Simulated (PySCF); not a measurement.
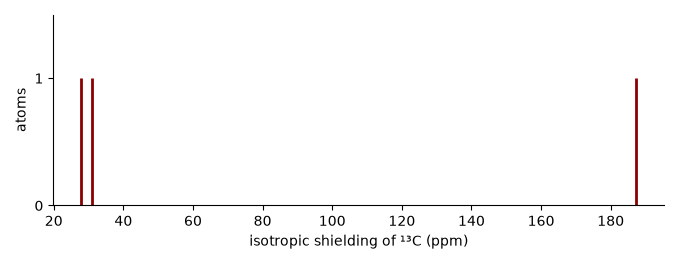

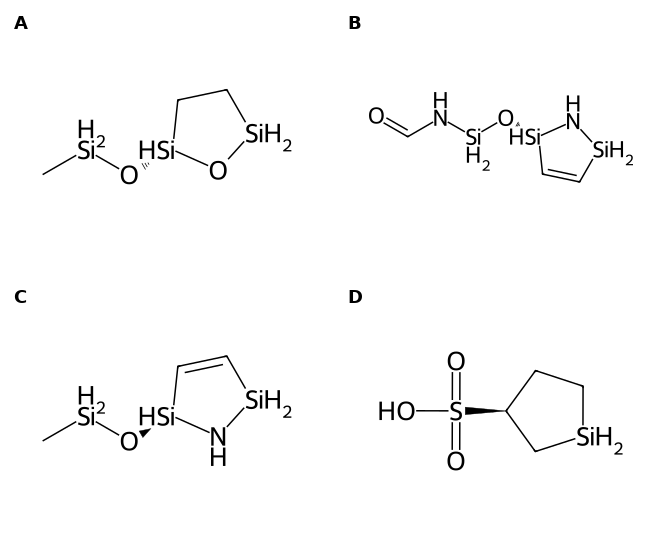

The sticks are computed shieldings of one of the molecules, for one fixed geometry (GFN2-xTB) without averaging over rotations. Low shielding means a high chemical shift. Method: GIAO PBE0/pcSseg-1 NMR shielding, non-relativistic, gas phase (PySCF 2.14.0).

Which molecule gives this pattern?

C, `C[SiH2]O[Si@H]1C=C[SiH2]N1`. Its 3 C atoms give lines at 27.8, 30.9, 187.4 ppm.

The geometry is semi-empirical. Around Si such bond lengths and angles can be off by a tenth of an ångström or more and by several degrees, and values that hang on the shape move with them.
